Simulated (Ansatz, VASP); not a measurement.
# Be: VASP beside Ansatz, part 2 of 2

Aim: how closely do two programs agree when they are given the same cell, functional and k mesh?

VASP 6.6.1 and Ansatz 0.2.0.

So far: The starting structure; VASP: band structure, PBEsol.

**3. Ansatz: band structure, PBEsol**

Level of this step: Ansatz beside VASP: Kohn-Sham DFT, plane waves, PBEsol (Ansatz).

Ansatz runs on its default PAW (the set named soft_2) files.

The same cell, functional, mesh and smearing now go to Ansatz, which takes its cutoff from its data sets.

input.yaml reads:

```yaml
crystal:
  lattice:
    - [2.5062419026, 0.0, 0.0]
    - [0.0, 2.5062419026, 0.0]
    - [0.0, 0.0, 21.7718466591]
  atoms:
    - { symbol: Be, position: [0.0, 0.0, 0.6960312739] }
    - { symbol: Be, position: [0.5, 0.5, 0.6417468603] }
    - { symbol: Be, position: [0.0, 0.0, 0.5851370181] }
    - { symbol: Be, position: [0.5, 0.5, 0.528778472] }
    - { symbol: Be, position: [0.0, 0.0, 0.471221528] }
    - { symbol: Be, position: [0.5, 0.5, 0.4148629819] }
    - { symbol: Be, position: [0.0, 0.0, 0.3582531397] }
    - { symbol: Be, position: [0.5, 0.5, 0.3039687261] }
hamiltonian:
  xc: pbesol
  pseudopotentials: { kind: paw }
kpoints:
  mp_grid: { grid: [9, 9, 1] }
  band_path:
    path:
      - [0.5, 0.5, 0.0]
      - [0.46154, 0.46154, 0.0]
      - [0.42308, 0.42308, 0.0]
      - [0.34615, 0.34615, 0.0]
      - [0.30769, 0.30769, 0.0]
      - [0.23077, 0.23077, 0.0]
      - [0.19231, 0.19231, 0.0]
      - [0.15385, 0.15385, 0.0]
      - [0.07692, 0.07692, 0.0]
      - [0.03846, 0.03846, 0.0]
      - [0.0, 0.0, 0.0]
      - [0.0, 0.03846, 0.0]
      - [0.0, 0.07692, 0.0]
      - [0.0, 0.15385, 0.0]
      - [0.0, 0.19231, 0.0]
      - [0.0, 0.26923, 0.0]
      - [0.0, 0.30769, 0.0]
      - [0.0, 0.38462, 0.0]
      - [0.0, 0.42308, 0.0]
      - [0.0, 0.46154, 0.0]
      - [0.0, 0.5, 0.0]
      - [0.03846, 0.5, 0.0]
      - [0.11538, 0.5, 0.0]
      - [0.15385, 0.5, 0.0]
      - [0.19231, 0.5, 0.0]
      - [0.26923, 0.5, 0.0]
      - [0.30769, 0.5, 0.0]
      - [0.38462, 0.5, 0.0]
      - [0.42308, 0.5, 0.0]
      - [0.5, 0.5, 0.0]
    npoints: 1
scf:
  occupations: { method: gaussian, width: 0.05 }
  n_extra_bands: 10
efield:
  axis: 3
  dipole_correction: true
  ramp_width: 0.04
output:
  forces: true
  eigenvalues: true
```

The run is started by

```console
$ ansatz run input.yaml --threads 4 --pin off --max-ram 9216MiB --backend cpu --events-out ev --progress --plain --runs-dir out
```

Numbers of over 12 decimals in the logs are rounded to 6 here.

The program printed:

```text
scf.n_extra_bands = 10 over 8 filled bands (N_el = 16.0): the run solves 18 bands
Engine: ansatz 0.2.0, x86_64-unknown-linux-gnu
Pseudopotentials: kind: paw
Pseudopotential: Be, paw, valence charge 2, recommended cutoff 420 eV (normal), Be.paw.azcp
Functional definition: PBEsol
  exchange = pbesol_x
  correlation = pbesol_c
Crystal: 8 atoms, lattice volume = 136.754 Å³
Basis set: ecut = 420 eV, 2649 PW (Γ), exchange–correlation on 36×36×300 points (8 copies of the dense FFT grid, shifted against one another)
Bands: 18, of which v1, the nominal top of the filled ones, is band 8 counted from 1 (7 counted from 0)
Symmetry: 8 space group operations
k-points: 15 of 81
Non-local potential: Be, projectors of the file, l = 0: 2, l = 1: 2, l = 2: 1
PAW form: soft (Blöchl's): semilocal exchange-correlation on the pseudo side does not see the compensation charge
PAW frozen core: Be, regenerated for the run's functional, and the local potential with it (the file was generated under x = pbe(κ = 0.804, μ = 0.219515), c = pbe(β = 0.066725))
PAW one-centre angular grid: Be, 110 points (default); XC on 64 Gauss nodes
Initial density: superposition of atomic densities (neutral atoms: chi_scale 0, normalization atom), corrected by the library's trained network
Initial wavefunctions: pseudopotential atomic-orbital guess
Functional: x = pbesol(κ = 0.804, μ = 0.123457), c = pbesol(β = 0.046)
SCF iter   1: F=—  HF=-720.573716 eV  |F-HF|=—  |Δ(HF+E_count)|=         —  Δρ=2.51e-3  dr2=2.28e-2  ethr=1.77e-3  p=0.000 e·Å  D=6.31e-14 V/Å  ΔV_dip=-0.00 eV  dr2_dipole=2.92e-12  V_vac-E_F(+/−)=3.13/3.13 eV  ⟨swp⟩=11.3  Hψ=2695  notcnv=0  defer=11
efield: sawtooth ramp at fractional position 0.9800 (placed from the atoms, in the widest stretch of the axis that holds none; the zero of the levels goes with the place), width 0.0400; the density the first Hamiltonian is built on has a dipole p = 0.000 e·Å; the dipole correction subtracts the counter field D = 6.31e-14 V/Å, which shifts the + side's vacuum level by -0.00 eV against the − side's; the planar-averaged density in the ramp window peaks in size at 2.5e-4 e/Å³
preconditioner: auto → LDOS  [insulator: Δε(μ)=0.201 eV  Ē_g=9.123 eV  σ=0.050 eV  W_gap=0.78  n_scr=12 (ndim 8)  ℏωp=12.7 eV  f_vac=0.419  D(μ)=1.02/eV (n_scr^D=8)  ε∞_Penn≈2.9  β→1.0]
SCF iter   2: F=—  HF=-720.574034 eV  |F-HF|=—  |Δ(HF+E_count)|=   3.18e-4  Δρ=4.92e-4  dr2=1.11e-3  ethr=1.43e-4  p=-0.000 e·Å  D=-1.99e-5 V/Å  ΔV_dip=0.00 eV  dr2_dipole=7.04e-8  V_vac-E_F(+/−)=3.27/3.27 eV  ⟨swp⟩=2.7  Hψ=549  notcnv=0  defer=50
SCF iter   3: F=—  HF=-720.574054 eV  |F-HF|=—  |Δ(HF+E_count)|=   2.00e-5  Δρ=1.24e-4  dr2=1.41e-4  ethr=6.92e-6  p=0.000 e·Å  D=2.49e-5 V/Å  ΔV_dip=-0.00 eV  dr2_dipole=2.44e-8  V_vac-E_F(+/−)=3.30/3.30 eV  ⟨swp⟩=2.4  Hψ=371  notcnv=0  defer=50
SCF iter   4: F=—  HF=-720.574043 eV  |F-HF|=—  |Δ(HF+E_count)|=   1.12e-5  Δρ=3.13e-5  dr2=5.48e-6  ethr=8.83e-7  p=-0.000 e·Å  D=-2.67e-6 V/Å  ΔV_dip=0.00 eV  dr2_dipole=8.12e-11  V_vac-E_F(+/−)=3.30/3.30 eV  ⟨swp⟩=2.4  Hψ=343  notcnv=0  defer=50
SCF iter   5: F=—  HF=-720.573837 eV  |F-HF|=—  |Δ(HF+E_count)|=   2.05e-4  Δρ=8.28e-6  dr2=2.97e-7  ethr=3.42e-8  p=0.000 e·Å  D=1.42e-6 V/Å  ΔV_dip=-0.00 eV  dr2_dipole=6.86e-10  V_vac-E_F(+/−)=3.29/3.29 eV  ⟨swp⟩=2.5  Hψ=368  notcnv=0  defer=50
SCF iter   6: F=-720.573837 eV  HF=-720.573837 eV  |F-HF|=5.47e-9  |Δ(HF+E_count)|=   2.05e-8  Δρ=1.49e-6  dr2=8.90e-9  ethr=6.25e-10  p=0.000 e·Å  D=3.81e-7 V/Å  ΔV_dip=-0.00 eV  dr2_dipole=1.14e-10  V_vac-E_F(+/−)=3.29/3.29 eV  ⟨swp⟩=12.5  Hψ=1685  notcnv=0
SCF 1 converged in 6 iterations: F = -720.573837 eV  dr2 = 8.90e-9
  greatest PAW one-centre occupation: 0.364 electrons in one spin orbital (limit 2), on the Be atom at site 1 (counted from 0), in its partial waves of l = 0
NSCF: frozen V_eff on 30 k-points
efield: sawtooth ramp at fractional position 0.9800 (kept from the solve that this one continues, or follows in the run), width 0.0400; the density the first Hamiltonian is built on has a dipole p = 0.000 e·Å; the dipole correction subtracts the counter field D = 3.81e-7 V/Å, which shifts the + side's vacuum level by -0.00 eV against the − side's; the planar-averaged density in the ramp window peaks in size at 2.5e-6 e/Å³
SCF converged after 6 iterations
Free energy (F): -720.573837 eV
Harris-Foulkes:  -720.573837 eV  (|F-HF|=5.47e-9)
Internal energy: -720.572304 eV  (E = F + TS)
E sigma→0 (E₀):  -720.573071 eV
Entropy (-TS):   -0.001533 eV (-0.192 meV/atom)
Fermi energy:    2.401100 eV
Dipole field:    D = -0.000017 V/Å  (p = -0.000013 e·Å, saw-weighted, corrected)
Work function:   Φ+ = 3.2941 eV   Φ− = 3.2937 eV
Levels:          The Fermi level and band energies are counted from a zero that moves with the ramp; work functions are not
--- Per-component energies (eV) ---
  E_band       = -49.358263
  E_kinetic    = 164.357587
  E_local      = -3963.379631  (includes V_loc(G=0)·N_el)
  E_nonlocal   = 34.412512
  E_hartree    = 1944.767221
  E_xc         = -154.885297
  E_vxc        = -163.627139  (∫ρ·V_xc dr)
  E_paw        = -457.566677  (= ΣΔE_a)
  E_vpaw       = -10.651664  (= ΣTr[D̂ρ^β])
  E_aug_tail   = -0.000005  (compensation charges beyond the density's cutoff)
  E_efield     = 0.000000  (sawtooth field / dipole correction)
  E_vefield    = 0.000000  (∫n·V_field dr)
  E_ewald      = 1711.645734
  E_core_change = 0.076251  (= ΣΔE_core)
  E_smearing   = -0.001533  (= −TS)
  E_closure    = -0.000000  (closes the sum)
  Σ components = -720.573837   (vs F -720.573837, Δ=0.00e0)
--- Forces (eV/Å), atoms counted from 1 ---
  atom   1  Be    -0.00000000     0.00000000    -0.00163103
  atom   2  Be    -0.00000000     0.00000000    -0.01737666
  atom   3  Be     0.00000000     0.00000000    -0.01009207
  atom   4  Be    -0.00000000     0.00000000     0.00367804
  atom   5  Be    -0.00000000     0.00000000    -0.00366842
  atom   6  Be    -0.00000000     0.00000000     0.01008932
  atom   7  Be     0.00000000     0.00000000     0.01737493
  atom   8  Be     0.00000000     0.00000000     0.00163003
  max |Σ_I F_I| component: 4.14e-6 eV/Å
--- Band table (eV; the first three rows and the last of 15) ---
  k-point 0: bands = [... 4 lower, -3.7228, -1.6423, 0.4020, 2.5712, 4.6112, 5.7350, 5.9601, 6.6308, ... 6 higher]
  k-point 1: bands = [... 4 lower, -3.5212, -1.4492, 0.5740, 2.6901, 4.6432, 4.6775, 5.8044, 6.1771, ... 6 higher]
  k-point 2: bands = [... 4 lower, -2.9544, -0.9831, 0.6482, 1.1953, 3.0929, 3.4143, 5.0671, 5.8685, ... 6 higher]
  k-point 14: bands = [... 4 lower, -0.8629, 0.1189, 0.8983, 2.2207, 2.4376, 2.8691, 3.1710, 3.1841, ... 6 higher]
```

Run time: 1.8 s. Hardware: 4 threads of Intel Xeon Platinum 8375C at 2.90GHz (Ice Lake), shared host; peak memory 0.4 GiB.

**4. Side by side**

Known differences besides the PAW data sets themselves: the cutoff is 420 eV in Ansatz and 300 eV in VASP (PREC = Normal); Ansatz makes its cores anew for this functional, VASP keeps those of its PBE data sets; VASP leaves aspherical gradient terms in its spheres out (LASPH is not set), Ansatz keeps them. Total energies have different zeros and are not compared.

Compared:

| quantity | Ansatz | VASP | difference |
| --- | --- | --- | --- |
| work function, lower of the two faces (eV) | 3.29 | 3.30 | 0.00 |
| work function, higher of the two faces (eV) | 3.29 | 3.30 | 0.00 |

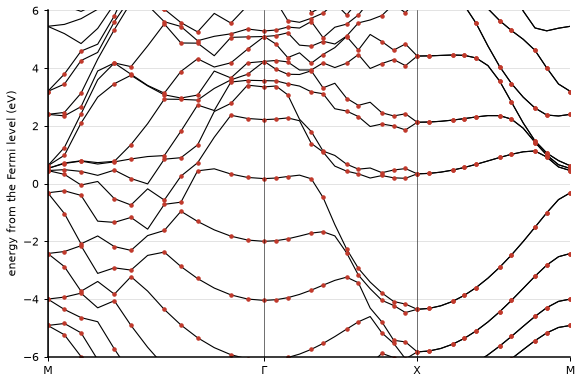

Bands from VASP (lines) and levels from Ansatz (dots). Dots without a line are higher empty bands that the VASP plot leaves out.

At this near-relaxed geometry the largest component of a force difference is 30 meV/Å. Levels from 3 eV below to 2 eV above the Fermi level differ by 4 meV r.m.s. and 10 meV at most; each VASP level is matched to the nearest of Ansatz, which flatters the figure a little.

**5. Outcome**

* r.m.s. difference of levels near the Fermi level (band structure, PBEsol): 3.9 meV
* r.m.s. force difference (band structure, PBEsol): 9.3 meV/Å

What this shows: The r.m.s. force difference is 9.3 meV/Å (band structure, PBEsol), within the 12 meV/Å picked in this series as the mark of a large difference. Differences of this kind measure data sets and numerical settings, not the functional's error against experiment.

[Lines on the potential files, build, host, timing and source positions are cut from VASP's logs without a mark.]

[Logs are printed without paths, hosts, clocks, repeated set-up lines and the standing remarks that a program may print on its own settings, such as how far it seeks lower states.]

[Hosts, paths, dates, database ids (printed as entryN), source tags and the programs' standing remarks are cut or masked in the printed files.]
